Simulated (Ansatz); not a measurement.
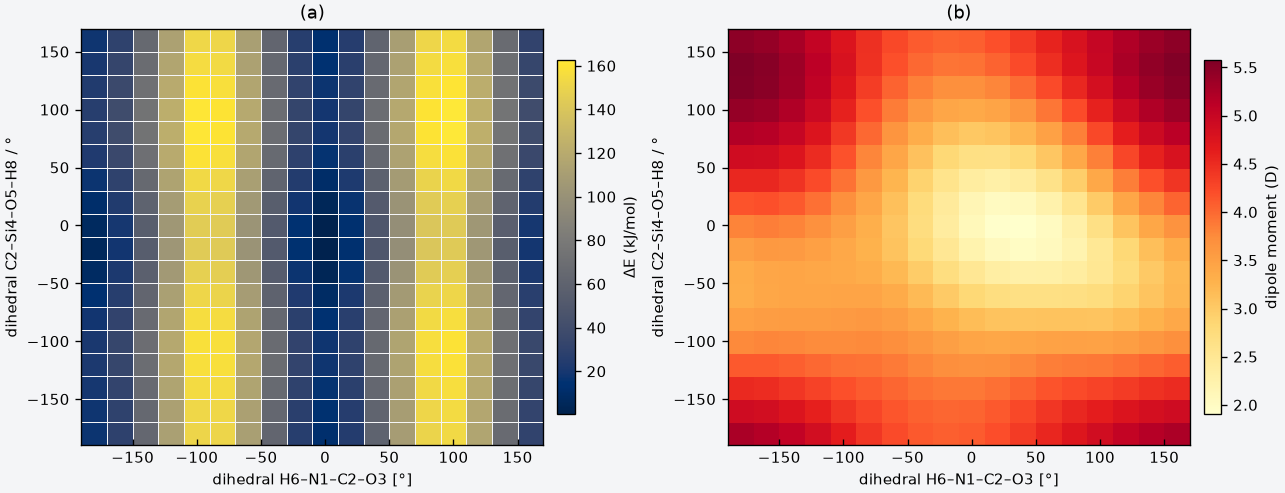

CH₃NO₂Si, SMILES N=C1O[SiH]1O. The first coordinate is: dihedral H6–N1–C2–O3; the second: dihedral C2–Si4–O5–H8. Nothing is relaxed (all other coordinates rigid). The grid has 18 × 18 points. Points are written as (first, second). Energies: kJ/mol, counted from the relaxed molecule at the same level. The dihedral twists a double bond; near 90° a spin-restricted reference is unreliable. Computed with RKS BHLYP-D4/def2-SVP in Ansatz 0.2.0.

Panel (a) is the energy and panel (b) the computed dipole moment on the same grid.

In the figure: one coloured cell a grid point.

How does the dipole moment vary over the map, and what is it at the lowest grid point?

Answer. Leaving out the highest fifth of the energies, it runs from 1.90 D at (40°, 0°) to 5.58 D at (−180°, 140°). At the lowest grid point, (0°, −20°), it is 2.23 D.

| dihedral C2–Si4–O5–H8 ↓, dihedral H6–N1–C2–O3 → | −160 | −120 | −80 | −40 | 0 | 40 | 80 | 120 | 160 |
| --- | --- | --- | --- | --- | --- | --- | --- | --- | --- |
| 140 | 5.51 | 5.12 | 4.45 | 4.01 | 3.94 | 4.24 | 4.73 | 5.25 | 5.55 |
| 100 | 5.37 | 4.95 | 4.19 | 3.60 | 3.39 | 3.64 | 4.22 | 4.95 | 5.36 |
| 60 | 4.88 | 4.51 | 3.80 | 3.10 | 2.68 | 2.80 | 3.40 | 4.27 | 4.80 |
| 20 | 4.19 | 3.95 | 3.43 | 2.76 | 2.16 | 2.05 | 2.56 | 3.44 | 4.03 |
| −20 | 3.59 | 3.51 | 3.29 | 2.80 | 2.23 | 1.99 | 2.21 | 2.83 | 3.37 |
| −60 | 3.42 | 3.45 | 3.47 | 3.19 | 2.83 | 2.67 | 2.69 | 2.89 | 3.23 |
| −100 | 3.79 | 3.76 | 3.76 | 3.61 | 3.45 | 3.44 | 3.49 | 3.53 | 3.71 |
| −140 | 4.49 | 4.30 | 4.11 | 3.94 | 3.89 | 4.05 | 4.24 | 4.37 | 4.51 |
| −180 | 5.19 | 4.87 | 4.41 | 4.12 | 4.11 | 4.37 | 4.73 | 5.04 | 5.24 |

The table holds every second grid line.
